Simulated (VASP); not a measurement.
Band structure of AlAs (space group F-43m). Calculation: PBE GGA, VASP's PBE PAW potentials (set 64) (plane waves; VASP).

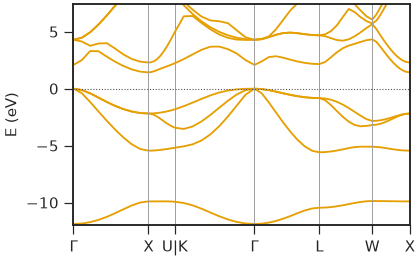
Bands along high-symmetry lines, zero at the valence-band maximum or, without a gap, the Fermi level

**Question.** Read the plot: is there a gap, and where are the band edges?

**Answer.** The gap is indirect, 1.43 eV, from the valence maximum at Γ to the conduction minimum at X.

The structure comes from a computed database's AlAs entry; how it stands against other phases isn't given here. The cell was not relaxed at this level.
